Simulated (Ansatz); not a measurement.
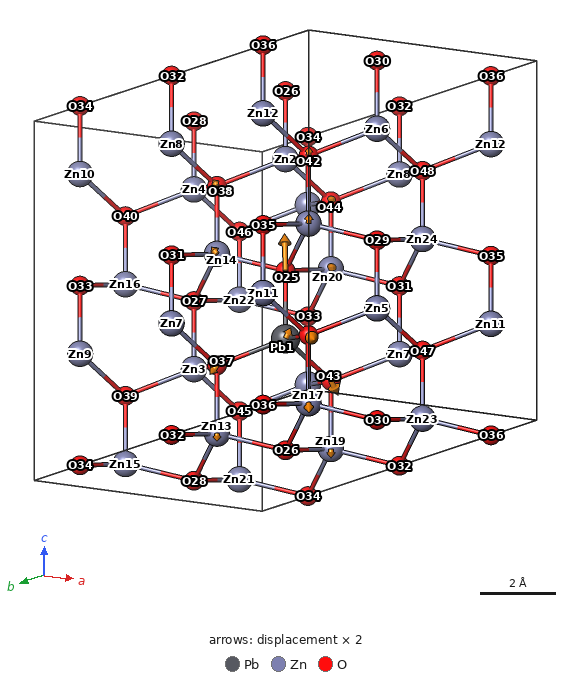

A relaxation of a defect cell of composition Zn23PbO24. The starting structure is drawn; orange arrows show the displacements, magnified 2 times.

Style: ball-and-stick. Shown: the cell of the calculation (origin shifted), from a free direction.

Computed with DFT, PBE, plane-wave PAW, default files, scalar-relativistic in Ansatz 0.2.0. (plane-wave cutoff 420 eV; k-point mesh 3 × 2 × 2; occupations fermi dirac; smearing width 0.01 eV; no spin polarisation; atoms relaxed in a fixed cell; force threshold 0.03 eV/Å; at most 40 steps)

Q: Which element moves most?

A: Oxygen: up to 0.55 Å, against 0.17 Å for lead.

Q: What happened in the run?

A: An O atom moves most: 0.55 Å along +c. Largest moves by element: O 0.55 Å, Pb 0.17 Å, Zn 0.16 Å. The cell stays as it was. Near-neighbour distances that change, for instance: O–Pb 1.980 → 2.392 Å, O–Pb 1.973 → 2.292 Å, O–Pb 1.973 → 2.264 Å, O–Zn 1.980 → 2.024 Å. Bond angles that change, for instance: Pb–O–Zn 108.7° → 93.6°, Pb–O–Zn 110.3° → 96.3°, O–Zn–O 108.7° → 95.1°. The energy falls by 2.590 eV per cell of the calculation in 5 geometry steps. The largest force component goes from 4.2 to 0.028 eV/Å. The run took 4.8 min on 4 threads of Arm Neoverse V2, on a shared host, peak memory 3.9 GiB.

Limits of the set-up: the periodic images lie only 6.5 Å apart, so the values are limited by the cell's size.
